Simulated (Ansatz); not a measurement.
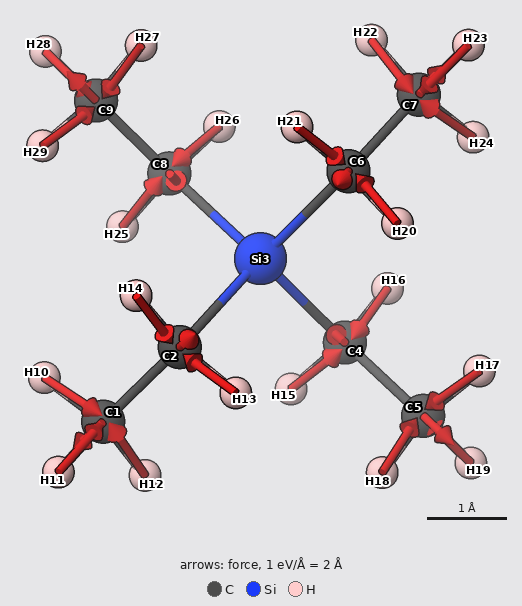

Starting geometry of C$_{8}$H$_{20}$Si with the computed forces as red arrows. The picture is a ball-and-stick view, seen at a tilt.

The start comes from PBE-D4/def2-SVP.

Method: Ansatz 0.2.0, RKS PBE0-D4/def2-TZVP. Set-up: force threshold 0.005 eV/Å; at most 150 steps.

Question: What follows when this structure is relaxed?

Answer: It isn't relaxed: the largest force vector, on H atoms, is 0.54 eV/Å. The final displacements follow the starting forces only in part (cosine between the two patterns 0.50). The atom that moves furthest after the best rigid fit is H28 (0.051 Å). Largest moves by element: H 0.051 Å, C 0.033 Å, Si 0.002 Å. Among the contacts that change: C2–Si3 1.906 → 1.884 Å, C1–H10 1.110 → 1.094 Å, C2–H13 1.113 → 1.096 Å, C1–C2 1.535 → 1.526 Å. The energy falls by 11.1 kJ/mol in 4 geometry steps. Largest force component: 0.53 eV/Å at the start, 0.0027 eV/Å at the end.
